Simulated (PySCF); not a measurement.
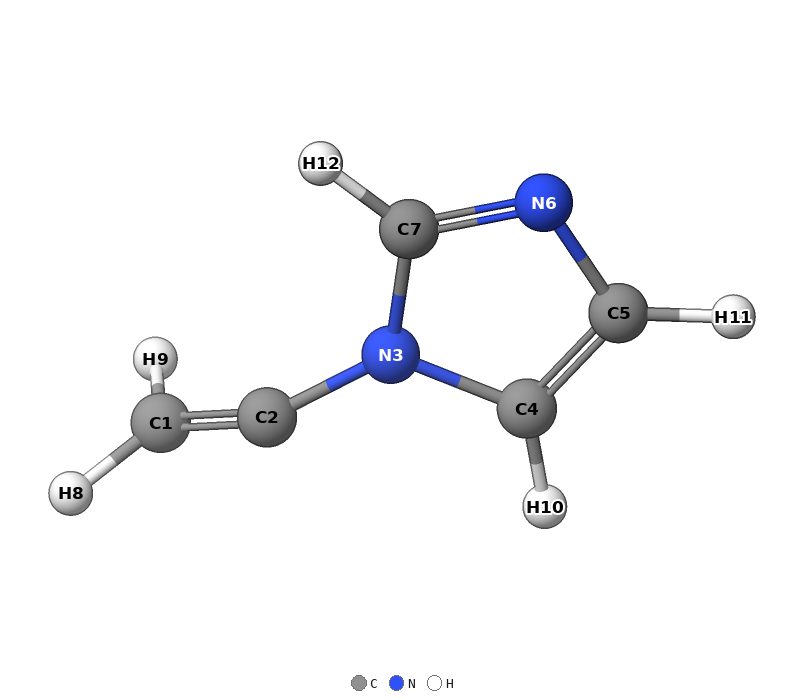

Charge 0, doublet. The computed structure is the end point of a GFN2-xTB optimisation. No frequency run is at hand to confirm it as a minimum. Method: UKS B3LYP, pcH-1 on C H N, non-relativistic (PySCF 2.14.0).

Give the isotropic hyperfine couplings (Fermi-contact term alone) of C1, C2, N3, C4, C5, N6, C7, H8, H9, H10, H11, H12.

| atom | isotope | a_iso (MHz) |
| --- | --- | --- |
| C1 | 13C | 23.5 |
| C2 | 13C | 271.8 |
| N3 | 14N | 7.4 |
| C4 | 13C | 1.6 |
| C5 | 13C | 3.7 |
| N6 | 14N | 1.2 |
| C7 | 13C | 8.0 |
| H8 | 1H | 87.0 |
| H9 | 1H | 152.2 |
| H10 | 1H | −1.8 |
| H11 | 1H | −4.9 |
| H12 | 1H | −6.6 |
